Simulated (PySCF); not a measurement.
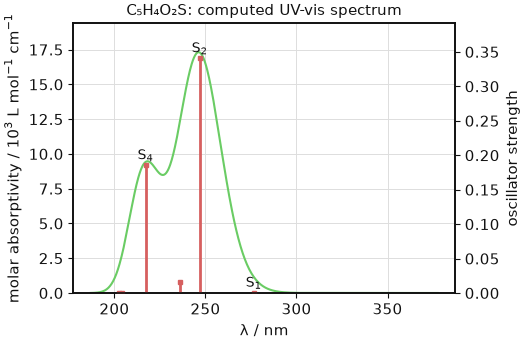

Computed absorption of C₅H₄O₂S, SMILES O=c1ccsc(O)c1. Vertical TDDFT excitations, CAM-B3LYP/def2-SVPD (IEF-PCM water) in PySCF 2.14.0, at a PBE0-D3(BJ)/def2-SVP geometry (no frequency check). Only the first 6 singlet excitations are included; each is broadened by a Gaussian of 1/e half-width 0.33 eV. Sticks give oscillator strengths (right axis).

Q: Which of the computed transitions is the brightest, and what character does the calculation give it?

A: S2 at 5.02 eV (247 nm), f = 0.340, mainly HOMO → LUMO (93 %).

Q: List the transitions behind the spectrum.

A:
```csv
state,E (eV),λ (nm),f,main character
S1,4.48,277,0.000,HOMO−1 → LUMO (91 %)
S2,5.02,247,0.340,HOMO → LUMO (93 %)
S3,5.25,236,0.015,HOMO → LUMO+1 (52 %)
S4,5.71,217,0.185,HOMO−2 → LUMO (49 %)
S5,6.08,204,0.000,HOMO−1 → LUMO+1 (92 %)
S6,6.13,202,0.000,HOMO → LUMO+3 (50 %)
```

Known limits of this run: core orbitals are frozen in the response.
